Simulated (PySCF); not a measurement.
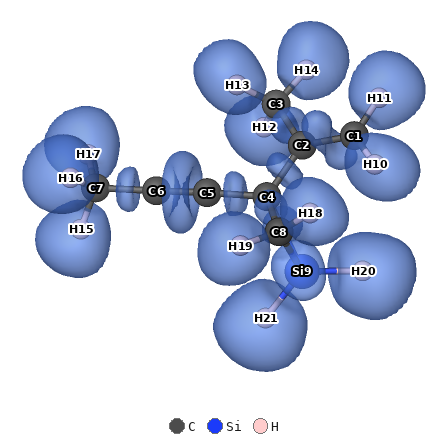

The picture shows: C₈H₁₂Si (SMILES C=C(C)[C@]1(C#CC)C[SiH2]1). Isosurface of the ELF at 0.8 (blue), seen at a tilt. Core shells and regions of very low density are left out.

Geometry: GFN2-xTB.

Method: PBE0/pcSseg-1, SCF density, gas phase, non-relativistic (PySCF 2.14.0).

Input

```
{"job": {"kind": "nmr", "xc": "PBE0", "basis": "pcSseg-1"}, "charge": 0, "multiplicity": 1}
C     -2.553913     0.932993    -0.062055
C     -1.272379     0.756036     0.245703
C     -0.573730     1.675051     1.205105
C     -0.450396    -0.355404    -0.275957
C      0.961262    -0.198698    -0.144852
C      2.155877    -0.097309    -0.065060
C      3.593552     0.037571     0.043931
C     -0.883072    -1.098345    -1.556961
Si    -1.124529    -2.151768    -0.030222
H     -3.092761     0.287507    -0.733609
H     -3.117816     1.750628     0.353315
H     -0.131231     1.101352     2.019011
H      0.235070     2.203291     0.700810
H     -1.265572     2.403628     1.620061
H      4.041760    -0.919322     0.314081
H      4.016423     0.366949    -0.906031
H      3.843181     0.770067     0.812065
H     -1.718346    -0.668016    -2.090155
H     -0.062571    -1.326124    -2.225438
H     -2.451566    -2.250781     0.546055
H     -0.158166    -3.202362     0.229733
```

Command:

```sh
OMP_NUM_THREADS=1 python probes_run.py task.json out
```

> Identify the bonds, lone pairs and shells in this picture.

At this value the surface marks out seven regions between bonded C–C atoms (shared pairs), one region between bonded C–Si atoms (shared pairs), twelve regions around hydrogen nuclei and one region on Si in which the atom's valence shell and bonds are merged.

Values along the shortest contacts:
C–C (1.20 Å): the ELF peaks at about 0.85 between the atoms: a short, multiple covalent bond. C–Si (1.87 Å): the ELF peaks at about 0.85 between the atoms: a covalent bond.
